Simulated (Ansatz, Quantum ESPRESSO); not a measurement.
# 1T-HfO2, layer by layer, part 2 of 7

What does each added layer of 1T-HfO2 bring in screening, and what does it do to the gap?

Quantum ESPRESSO 7.5; plane-wave DFT, PBEsol, GBRV ultrasoft pseudopotentials; geometry by Ansatz 0.2.0 with PAW datasets.

So far: Starting point; Relaxation with Ansatz, 1 layer.

### Step 3. SCF with pw.x, 1 layer: no field

The zero-field run is the reference. tefield and dipfield are on already, so that all runs share k-points and boundary.

Level of this step: plane-wave DFT, PBEsol, GBRV ultrasoft pseudopotentials (Quantum ESPRESSO 7.5).

n1.f0.in reads:

```
&control
  prefix = 'n1.f0'
  outdir = './out'
  pseudo_dir = './pseudo'
  calculation = 'scf'
  tprnfor = .true.
  tefield = .true.
  dipfield = .true.
/
&system
  ibrav = 0
  nat = 3
  ntyp = 2
  ecutwfc = 40
  ecutrho = 200
  occupations = 'smearing'
  smearing = 'fd'
  degauss = 0.004
  edir = 3
  emaxpos = 0.97
  eopreg = 0.04
  eamp = 0.0
  nbnd = 16
/
&electrons
  conv_thr = 1e-09
  mixing_beta = 0.4
  electron_maxstep = 120
  mixing_mode = 'plain'
/
ATOMIC_SPECIES
  O   15.9990  o_pbesol_v1.2.uspp.F.UPF
  Hf  178.4900  hf_pbesol_v1.uspp.F.UPF
CELL_PARAMETERS angstrom
  3.25150248224695 0.00000000000000 -0.00000000000000
  -1.62575124112348 2.81588375009402 0.00000000000000
  -0.00000000000000 0.00000000000000 19.51859087590000
ATOMIC_POSITIONS crystal
  O   0.666666666667 0.333333333333 0.450298592172
  Hf  -0.000000000000 0.000000000000 0.499999893591
  O   0.333333333333 0.666666666667 0.549701514236
K_POINTS automatic
  12 12 1 0 0 0
```

Run with:

```sh
$ OMP_NUM_THREADS=1 mpirun -n 4 pw.x -nk 4 -in n1.f0.in > n1.f0.out
```

The log of the run:

```text
Program PWSCF v.7.5 starts
[citation notice left out]

     Parallel version (MPI & OpenMP), running on       4 processor cores
     Number of MPI processes:                 4
     Threads/MPI process:                     1

     MPI processes distributed on     1 nodes
[...]
Current dimensions of program PWSCF are:
     Max number of different atomic species (ntypx) = 10
     Max number of k-points (npk) =  40000
     Max angular momentum in pseudopotentials (lmaxx) =  4
     Presently no symmetry can be used with electric field

     K-points division:     npool     =       4
     Subspace diagonalization in iterative solution of the eigenvalue problem:
     a serial algorithm will be used

     G-vector sticks info
     --------------------
     sticks:   dense  smooth     PW     G-vecs:    dense   smooth      PW
     Sum         511     421    139                57533    41285    8061

     Using Slab Decomposition

     bravais-lattice index     =            0
     lattice parameter (alat)  =       6.1444  a.u.
     unit-cell volume          =    1205.9905 (a.u.)^3
     number of atoms/cell      =            3
     number of atomic types    =            2
     number of electrons       =        24.00
     number of Kohn-Sham states=           16
     kinetic-energy cutoff     =      40.0000  Ry
     charge density cutoff     =     200.0000  Ry
     scf convergence threshold =      1.0E-09
     mixing beta               =       0.4000
     number of iterations used =            8  plain     mixing
     Exchange-correlation= SLA  PW   PSX  PSC
                           (   1   4  10   8   0   0   0)

     celldm(1)=   6.144449  celldm(2)=   0.000000  celldm(3)=   0.000000
     celldm(4)=   0.000000  celldm(5)=   0.000000  celldm(6)=   0.000000

     crystal axes: (cart. coord. in units of alat)
               a(1) = (   1.000000   0.000000  -0.000000 )
               a(2) = (  -0.500000   0.866025   0.000000 )
               a(3) = (  -0.000000   0.000000   6.002945 )

     reciprocal axes: (cart. coord. in units 2 pi/alat)
               b(1) = (  1.000000  0.577350  0.000000 )
               b(2) = ( -0.000000  1.154701 -0.000000 )
               b(3) = (  0.000000  0.000000  0.166585 )

     PseudoPot. # 1 for O  read from file:
     ./pseudo/o_pbesol_v1.2.uspp.F.UPF
     Pseudo is Ultrasoft + core correction, Zval =  6.0
     Generated by new atomic code, or converted to UPF format
     Using radial grid of  737 points,  5 beta functions with:
                l(1) =   0
                l(2) =   0
                l(3) =   1
                l(4) =   1
                l(5) =   2
     Q(r) pseudized with  8 coefficients,  rinner =    0.900   0.900   0.900
                                                       0.900   0.900

     PseudoPot. # 2 for Hf read from file:
     ./pseudo/hf_pbesol_v1.uspp.F.UPF
     Pseudo is Ultrasoft + core correction, Zval = 12.0
     Generated by new atomic code, or converted to UPF format
     Using radial grid of  921 points,  8 beta functions with:
                l(1) =   0
                l(2) =   0
                l(3) =   0
                l(4) =   1
                l(5) =   1
                l(6) =   2
                l(7) =   2
                l(8) =   3
     Q(r) pseudized with  6 coefficients,  rinner =    1.200   1.200   1.200
                                                       1.200   1.200   1.200
                                                       1.200

     atomic species   valence    mass     pseudopotential
     O                 6.00    15.99900     O ( 1.00)
     Hf               12.00   178.49000     Hf( 1.00)

     No symmetry found

   Cartesian axes

     site n.     atom                  positions (alat units)
         1        O      tau(   1) = (   0.5000000   0.2886751   2.7031177  )
         2        Hf     tau(   2) = (  -0.0000000   0.0000000   3.0014719  )
         3        O      tau(   3) = (  -0.0000000   0.5773503   3.2998280  )

     number of k points=    74  Fermi-Dirac smearing, width (Ry)=  0.0040
                       cart. coord. in units 2pi/alat
        k(    1) = (   0.0000000   0.0000000   0.0000000), wk =   0.0138889
        k(    2) = (   0.0000000   0.0962250   0.0000000), wk =   0.0277778
        k(    3) = (   0.0000000   0.1924501   0.0000000), wk =   0.0277778
        k(    4) = (   0.0000000   0.2886751   0.0000000), wk =   0.0277778
        k(    5) = (   0.0000000   0.3849002   0.0000000), wk =   0.0277778
        k(    6) = (   0.0000000   0.4811252   0.0000000), wk =   0.0277778
        k(    7) = (   0.0000000  -0.5773503   0.0000000), wk =   0.0138889
        k(    8) = (   0.0833333   0.0481125   0.0000000), wk =   0.0277778
        k(    9) = (   0.0833333   0.1443376   0.0000000), wk =   0.0277778
        k(   10) = (   0.0833333   0.2405626   0.0000000), wk =   0.0277778
[...]
k(   74) = (  -0.5000000  -0.8660254   0.0000000), wk =   0.0138889

     Dense  grid:    57533 G-vectors     FFT dimensions: (  27,  27, 180)

     Smooth grid:    41285 G-vectors     FFT dimensions: (  25,  25, 150)

     Estimated max dynamical RAM per process >     153.55 MB

     Estimated total dynamical RAM >     572.07 MB

     Check: negative core charge=   -0.000016

     Initial potential from superposition of free atoms

     starting charge      22.0000, renormalised to      24.0000

     negative rho (up, down):  1.119E-01 0.000E+00

     Adding external electric field

     Computed dipole along edir(3) :
        Dipole               -0.0000 Ry au,         -0.0000 Debye
        Dipole field         -0.0000 Ry au,

        Potential amp.        0.0000 Ry
        Total length         35.4094 bohr

     Starting wfcs are   21 randomized atomic wfcs

     total cpu time spent up to now is        3.9 secs

     per-process dynamical memory:    64.7 Mb

     Self-consistent Calculation

     iteration #  1     ecut=    40.00 Ry     beta= 0.40
     Davidson diagonalization with overlap
     ethr =  1.00E-02,  avg # of iterations =  8.1

     negative rho (up, down):  1.078E-01 0.000E+00

     Adding external electric field

     Computed dipole along edir(3) :
        Dipole                0.0000 Ry au,          0.0001 Debye
        Dipole field          0.0000 Ry au,

        Potential amp.       -0.0000 Ry
        Total length         35.4094 bohr

     total cpu time spent up to now is        7.9 secs

     total energy              =    -223.37204863 Ry
     estimated scf accuracy    <       0.99879168 Ry

     iteration #  2     ecut=    40.00 Ry     beta= 0.40
[...]
negative rho (up, down):  1.072E-01 0.000E+00

[...]
Dipole                0.0000 Ry au,          0.0000 Debye
[...]
total energy              =    -223.41658825 Ry
     estimated scf accuracy    <       0.18181419 Ry

     iteration #  3     ecut=    40.00 Ry     beta= 0.40
[...]
negative rho (up, down):  1.080E-01 0.000E+00

[...]
Dipole                0.0000 Ry au,          0.0001 Debye
[...]
total energy              =    -223.42949935 Ry
     estimated scf accuracy    <       0.01961739 Ry

     iteration #  4     ecut=    40.00 Ry     beta= 0.40
[...]
negative rho (up, down):  1.089E-01 0.000E+00

[...]
Dipole               -0.0001 Ry au,         -0.0001 Debye
[...]
total energy              =    -223.43365358 Ry
     estimated scf accuracy    <       0.00117091 Ry

     iteration #  5     ecut=    40.00 Ry     beta= 0.40
[...]
negative rho (up, down):  1.093E-01 0.000E+00

[...]
Dipole                0.0001 Ry au,          0.0004 Debye
[...]
total energy              =    -223.43383666 Ry
     estimated scf accuracy    <       0.00012820 Ry

     iteration #  6     ecut=    40.00 Ry     beta= 0.40
[...]
negative rho (up, down):  1.092E-01 0.000E+00

[...]
Dipole               -0.0001 Ry au,         -0.0002 Debye
[...]
total energy              =    -223.43384417 Ry
     estimated scf accuracy    <       0.00000591 Ry

     iteration #  7     ecut=    40.00 Ry     beta= 0.40
[...]
negative rho (up, down):  1.092E-01 0.000E+00

[...]
Dipole                0.0002 Ry au,          0.0005 Debye
[...]
total energy              =    -223.43384478 Ry
     estimated scf accuracy    <       0.00000111 Ry

     iteration #  8     ecut=    40.00 Ry     beta= 0.40
[...]
negative rho (up, down):  1.092E-01 0.000E+00

[...]
Dipole               -0.0001 Ry au,         -0.0001 Debye
[...]
total energy              =    -223.43384506 Ry
     estimated scf accuracy    <       0.00000032 Ry

     iteration #  9     ecut=    40.00 Ry     beta= 0.40
[...]
negative rho (up, down):  1.092E-01 0.000E+00

[...]
Dipole               -0.0000 Ry au,         -0.0000 Debye
[...]
total energy              =    -223.43384502 Ry
     estimated scf accuracy    <       0.00000014 Ry

     iteration # 10     ecut=    40.00 Ry     beta= 0.40
[...]
negative rho (up, down):  1.092E-01 0.000E+00

[...]
Dipole               -0.0000 Ry au,         -0.0000 Debye
[...]
total energy              =    -223.43384507 Ry
     estimated scf accuracy    <       0.00000002 Ry

     iteration # 11     ecut=    40.00 Ry     beta= 0.40
[...]
negative rho (up, down):  1.092E-01 0.000E+00

[...]
Dipole               -0.0000 Ry au,         -0.0000 Debye
[...]
End of self-consistent calculation

          k = 0.0000 0.0000 0.0000 (  5187 PWs)   bands (ev):

   -64.5018 -33.3762 -32.9247 -32.9247 -21.3542 -19.4766  -7.9856  -7.9856
    -7.6239  -5.0512  -4.6717  -4.6716   0.6750   1.0128   2.3670   2.4703

          k = 0.0000 0.0962 0.0000 (  5139 PWs)   bands (ev):

   -64.4995 -33.3650 -32.9818 -32.9346 -21.2439 -19.5459  -7.9536  -7.9003
    -7.5470  -5.0251  -4.8898  -4.7711   0.6642   0.8397   1.2306   2.4852

          k = 0.0000 0.1925 0.0000 (  5131 PWs)   bands (ev):

   -64.4930 -33.3352 -33.1337 -32.9620 -20.9514 -19.7217  -7.8629  -7.6694
    -7.3561  -5.6255  -5.0073  -4.6914   0.6031   1.2595   1.6764   2.8125

          k = 0.0000 0.2887 0.0000 (  5151 PWs)   bands (ev):

   -64.4842 -33.3452 -33.2809 -32.9991 -20.6082 -19.8939  -7.8266  -7.3675
    -7.1901  -6.0396  -5.2529  -4.5148   0.5415   1.7767   1.8851   3.2031

          k = 0.0000 0.3849 0.0000 (  5131 PWs)   bands (ev):

   -64.4753 -33.5286 -33.2446 -33.0358 -20.5016 -19.8143  -8.1530  -7.1066
    -6.9448  -5.8929  -5.3985  -4.5562   0.4877   1.8027   2.2432   3.7814

          k = 0.0000 0.4811 0.0000 (  5158 PWs)   bands (ev):

   -64.4688 -33.6623 -33.2130 -33.0626 -20.5953 -19.5733  -8.5586  -6.9679
    -6.5302  -5.6657  -5.4203  -4.7529   0.4256   1.6519   2.5586   4.6261

[...]
the Fermi energy is    -2.7792 ev

!    total energy              =    -223.43384507 Ry
     estimated scf accuracy    <          4.3E-10 Ry
     smearing contrib. (-TS)   =      -0.00000000 Ry
     internal energy E=F+TS    =    -223.43384507 Ry

     The total energy is F=E-TS. E is the sum of the following terms:
     one-electron contribution =   -1021.64134759 Ry
     hartree contribution      =     511.60330080 Ry
     xc contribution           =     -89.74595318 Ry
     ewald contribution        =     376.35015489 Ry
     electric field correction =       0.00000000 Ry

     convergence has been achieved in  11 iterations

     negative rho (up, down):  1.092E-01 0.000E+00

     Forces acting on atoms (cartesian axes, Ry/au):

     atom    1 type  1   force =     0.00000001    0.00000004    0.01763703
     atom    2 type  2   force =     0.00000004    0.00000001    0.00000818
     atom    3 type  1   force =    -0.00000005   -0.00000005   -0.01764521

     Total force =     0.024948     Total SCF correction =     0.000055

[...]
=------------------------------------------------------------------------------=
   JOB DONE.
=------------------------------------------------------------------------------=
```

Wall time 45 s (4 MPI ranks of Intel Xeon Platinum 8259CL at 2.50GHz (Skylake/Cascade Lake), shared host); peak memory 0.71 GiB; 3 min of CPU time.

Read from the output:

```
free energy                          : -3039.9723 eV
Fermi energy                         : -2.779 eV
dipole along the normal              : 0 e·Å
valence top, on the run's zero       : -4.424 eV
conduction bottom, on the run's zero : 0.3913 eV
gap by band count                    : 4.815 eV
```

The run needed 11 iterations to bring the estimated error under 1e-09 Ry; the largest force on any atom, held or free, is 0.45 eV/Å.

### Step 4. Potential by pp.x, 1 layer

plot_num = 11 writes the bare and Hartree potential. It leaves out exchange and correlation, which fade slowly, so it flattens close to the surface.

n1.f0.pot.in reads:

```
&inputpp
  prefix = 'n1.f0'
  outdir = './out'
  filplot = 'n1.f0.pot.dat'
  plot_num = 11
/
```

Run with:

```sh
$ OMP_NUM_THREADS=1 mpirun -n 4 pp.x -in n1.f0.pot.in > n1.f0.pot.out
```

The log of the run:

```text
[banner, memory and clock lines left out]
Program POST-PROC v.7.5 starts

          URL

     ./out/n1.f0.save/

     IMPORTANT: XC functional enforced from input :
     Exchange-correlation= PBESOL
                           (   1   4  10   8   0   0   0)
     Any further DFT definition will be discarded
     Please, verify this is what you really want

     Check: negative core charge=   -0.000016

     negative rho (up, down):  1.092E-01 0.000E+00

     Adding external electric field

     Computed dipole along edir(3) :
        Dipole               -0.0000 Ry au,         -0.0000 Debye
        Dipole field         -0.0000 Ry au,

        Potential amp.        0.0000 Ry
        Total length         35.4094 bohr

     Calling punch_plot, plot_num =  11

     Adding external electric field

     Computed dipole along edir(3) :
        Dipole               -0.0000 Ry au,         -0.0000 Debye
        Dipole field         -0.0000 Ry au,

        Potential amp.        0.0000 Ry
        Total length         35.4094 bohr

     Writing data to file  n1.f0.pot.dat
     Message from routine chdens:
     namelist plot not found or invalid, exiting
```

Wall time 2.2 s (4 MPI ranks); peak memory 0.22 GiB.

Read from the output:

```
slope of the potential above                                          : 6.37e-6 eV/Å
upper vacuum line continued to the top atoms, over the valence top    : 7.952 eV
slope of the potential below                                          : 4.75e-6 eV/Å
lower vacuum line continued to the bottom atoms, over the valence top : 7.952 eV
vacuum level at the upper face over the valence top of the mesh       : 7.953 eV
vacuum level at the lower face over the valence top of the mesh       : 7.952 eV
```

Electrostatic potential energy of an electron, with the sawtooth; zero at the highest filled level of the SCF mesh. Potential energy, planar mean against z:

```csv
z (Å),"potential energy, planar mean (eV)"
0,7.95
1,7.95
2,7.95
3,7.95
4,7.95
5,7.95
6,7.95
7,7.90
8,6.38
9,-8.30
10,-5.36
11,-1.70
12,7.66
13,7.94
14,7.95
15,7.95
16,7.95
17,7.95
18,7.95
19,7.95
```

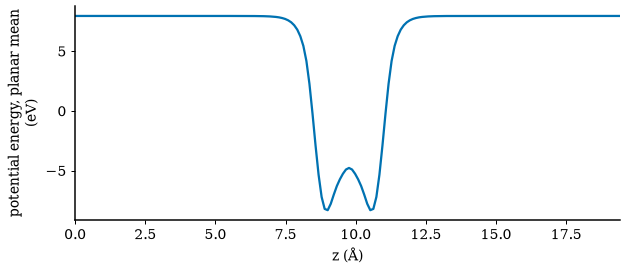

Potential energy, planar mean, plotted against z.

### Step 5. Self-consistent run, 1 layer: field 0.1 V/Å

eamp is the field in Hartree atomic units (1 a.u. = 51.42 V/Å). With dipfield on, it is the field in the vacuum beside an isolated sheet. The run starts from the density of the one before.

n1.f1.in is the input of step 3 with these lines changed:

```diff
@@ -1,3 +1,3 @@
 &control
-  prefix = 'n1.f0'
+  prefix = 'n1.f1'
   outdir = './out'
@@ -21,3 +21,3 @@
   eopreg = 0.04
-  eamp = 0.0
+  eamp = 0.00194469
   nbnd = 16
@@ -29,2 +29,3 @@
   mixing_mode = 'plain'
+  startingpot = 'file'
 /
```

Run with:

```sh
$ cp -r out/n1.f0.save out/n1.f1.save
$ OMP_NUM_THREADS=1 mpirun -n 4 pw.x -nk 4 -in n1.f1.in > n1.f1.out
```

The log of the run:

```text
[banner, memory and clock lines left out]
Program PWSCF v.7.5 starts
[...]
number of electrons       =        24.00
     number of Kohn-Sham states=           16
     kinetic-energy cutoff     =      40.0000  Ry
     charge density cutoff     =     200.0000  Ry
[...]
number of k points=    74  Fermi-Dirac smearing, width (Ry)=  0.0040
[...]
Dense  grid:    57533 G-vectors     FFT dimensions: (  27,  27, 180)
[...]
The initial density is read from file :
[...]
negative rho (up, down):  1.092E-01 0.000E+00
[...]
Starting wfcs are   21 randomized atomic wfcs
[...]
negative rho (up, down):  1.092E-01 0.000E+00
[...]
estimated scf accuracy    <       0.00075510 Ry
[...]
negative rho (up, down):  1.092E-01 0.000E+00
[...]
estimated scf accuracy    <       0.00086019 Ry
[...]
negative rho (up, down):  1.092E-01 0.000E+00
[...]
estimated scf accuracy    <       0.00000577 Ry
[...]
negative rho (up, down):  1.092E-01 0.000E+00
[...]
estimated scf accuracy    <       0.00000717 Ry
[...]
negative rho (up, down):  1.092E-01 0.000E+00
[...]
estimated scf accuracy    <       0.00000006 Ry
[...]
negative rho (up, down):  1.092E-01 0.000E+00
[...]
estimated scf accuracy    <       0.00000009 Ry
[...]
negative rho (up, down):  1.092E-01 0.000E+00
[...]
estimated scf accuracy    <          1.7E-09 Ry
[...]
negative rho (up, down):  1.092E-01 0.000E+00
[...]
Computed dipole along edir(3) :
        Dipole                0.0282 Ry au,          0.0718 Debye
        Dipole field          0.0003 Ry au,
        E field amplitude [Ha a.u.]:  1.9447E-03
        Potential amp.        0.1169 Ry
        Total length         35.4094 bohr
[...]
the Fermi energy is    -2.7638 ev
!    total energy              =    -223.43389996 Ry
     estimated scf accuracy    <          2.0E-10 Ry
     smearing contrib. (-TS)   =      -0.00000000 Ry
     internal energy E=F+TS    =    -223.43389996 Ry
[...]
one-electron contribution =   -1021.64068336 Ry
     hartree contribution      =     511.60265802 Ry
     xc contribution           =     -89.74592796 Ry
     ewald contribution        =     376.35015489 Ry
     electric field correction =      -0.00010154 Ry
     convergence has been achieved in   8 iterations
     negative rho (up, down):  1.092E-01 0.000E+00
[...]
Total force =     0.025313     Total SCF correction =     0.000034
[...]
```

Elapsed: 40 s, on 4 MPI ranks; peak memory 0.8 GiB.

Read from the output:

```
free energy                          : -3039.9731 eV
Fermi energy                         : -2.764 eV
dipole along the normal              : 0.01495 e·Å
valence top, on the run's zero       : -4.407 eV
conduction bottom, on the run's zero : 0.4076 eV
```

### Step 6. Potential by pp.x, 1 layer

n1.f1.pot.in reads:

```
&inputpp
  prefix = 'n1.f1'
  outdir = './out'
  filplot = 'n1.f1.pot.dat'
  plot_num = 11
/
```

Run with:

```sh
$ OMP_NUM_THREADS=1 mpirun -n 4 pp.x -in n1.f1.pot.in > n1.f1.pot.out
```

Elapsed: 2.1 s, on 4 MPI ranks; peak memory 0.22 GiB.

Read from the output:

| Item | Value |
| --- | --- |
| slope of the potential above | 0.1000 eV/Å |
| upper vacuum line continued to the top atoms, over the valence top | 7.902 eV |
| slope of the potential below | 0.1000 eV/Å |
| lower vacuum line continued to the bottom atoms, over the valence top | 8.003 eV |

The slope in the vacuum is 0.100 eV/Å for an applied 0.10 V/Å, as it should be.

(Part 2 of 7 ends here.)

[Logs are printed without paths, hosts, clocks, repeated set-up lines and the standing remarks that a program may print on its own settings, such as how far it seeks lower states.]

[Hosts, paths, dates, database ids (printed as entryN), source tags and the programs' standing remarks are cut or masked in the printed files.]

[Maps of the electrostatic potential energy from Ansatz leave out the sawtooth potential of an applied field or a dipole correction, so their vacuum need not be flat; planar profiles and work functions include it.]
